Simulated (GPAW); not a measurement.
Consider CuSe2 (Pnnm).

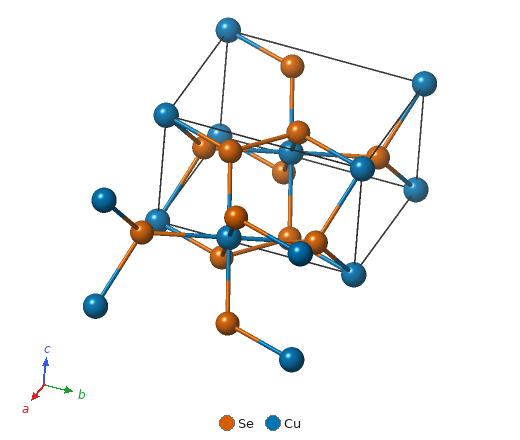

The structure (selenium orange, copper blue). 2×1×1 cells are drawn. Some periodic images of atoms are drawn too.

```xyz
6
Lattice="5.0252 0.0000 0.0000 0.0000 6.1941 0.0000 0.0000 0.0000 3.7447" Properties=species:S:1:pos:R:3 pbc="T T T"
Se    3.4347    0.7129    1.8723
Se    1.5905    5.4812    1.8723
Se    0.9221    2.3841    0.0000
Se    4.1031    3.8100    0.0000
Cu    2.5126    3.0970    1.8723
Cu    0.0000    0.0000    0.0000
```

Absorber: atom 5, with 6 Se at 2.56 Å (octahedral, site symmetry 2/m). Method: GPAW, LDA, excited-electron core hole (neutral cell), 12-atom cell with 6.3 Å between holes, 3×3×3 k points, dipole transitions, Gaussian full width 1.55 eV up to 4 eV, rising linearly to 3.5 eV at 25 eV.

Where do the maxima of the Cu K edge fall?

Main maxima up to 30 eV above the zero (height): 1.6 eV (0.15), 6.4 eV (2.28), 11.8 eV (1.29) and 26.6 eV (1.03). A K edge sees empty p states on the absorber. The total-energy difference is 8991.01 eV. One term is added: -29.79 eV, since the hole is spin-paired here and a spin-polarised one costs that much less in the free atom (computed apart). The photon energy is then 8961.22 eV. The tabulated edge of the element is 8979 eV. The functional leaves an error in such absolute values: in the free atom LDA prices this hole 18.3 eV below PBE (computed apart), and PBE is itself good to a few eV.

The Cu K spectrum (energy from the lowest empty level; intensity scaled to a mean of 1 over the first 20 eV; polarised curves are means over the symmetry-equivalent atoms):

```csv
E (eV),isotropic,ε ∥ x,ε ∥ y,ε ∥ z
-2.0,0.00,0.00,0.00,0.00
-0.5,0.02,0.02,0.03,0.02
1.0,0.12,0.13,0.11,0.12
2.5,0.10,0.11,0.08,0.11
4.0,0.39,0.42,0.45,0.31
5.5,1.78,1.85,1.73,1.76
7.0,2.06,1.96,1.85,2.38
8.5,1.29,1.37,1.53,0.97
10.0,1.12,1.09,1.30,0.96
11.5,1.29,1.31,1.19,1.35
13.0,1.19,1.17,1.05,1.35
14.5,0.97,0.91,1.00,1.00
16.0,0.90,0.85,0.98,0.87
17.5,0.96,0.94,0.98,0.96
19.0,0.93,0.98,0.80,1.02
20.5,0.93,0.95,0.88,0.95
22.0,0.99,0.92,1.09,0.94
23.5,0.99,1.00,1.00,0.98
25.0,1.00,1.11,0.88,1.01
26.5,1.03,1.06,1.05,0.98
28.0,1.00,0.90,1.15,0.93
29.5,0.93,0.89,1.00,0.90
31.0,0.89,0.96,0.82,0.88
```

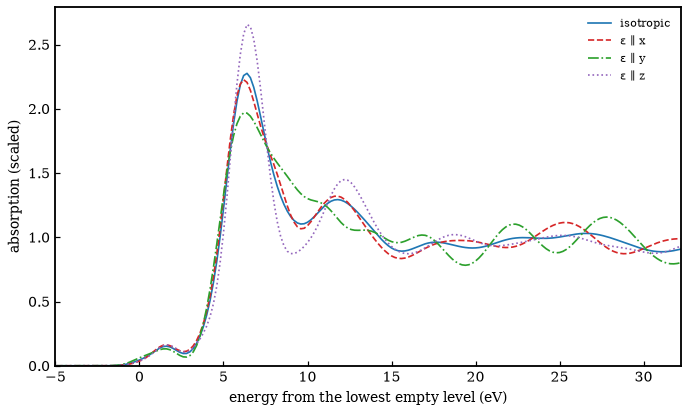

The Cu K edge.

The script folds with a Gaussian, whereas the core hole's own line is a Lorentzian, so the onset is too steep and the first peak too high. The unit cell's mesh shows no gap over 0.35 eV. That is right for a metallic compound; for a small-gap or correlated insulator it would be the fault of the functional or of the assumed magnetic order, and the hole would be screened too well. The holes are only 6.3 Å apart, so the shape is probably not converged with cell size; no larger cell was run here. The mesh is coarse (0.39 Å⁻¹ between points), so small maxima may be mesh ripples. The structure is a published determination, not relaxed.

[Banner, clock and machine lines of the logs are left out without a mark of their own.]

[Logs are printed without paths, hosts, clocks, repeated set-up lines and the standing remarks that a program may print on its own settings, such as how far it seeks lower states.]

[Hosts, paths, dates, database ids (printed as entryN), source tags and the programs' standing remarks are cut or masked in the printed files.]

[Lists of maxima count a maximum above −3 eV only where it reaches 4 % of the highest in the window and stands out from its surroundings by 2 % of it (1.5 % where it reaches 55 %); shoulders and weaker maxima are passed over, and of the rest the first, up to two pre-edge ones and the few strongest are named.]
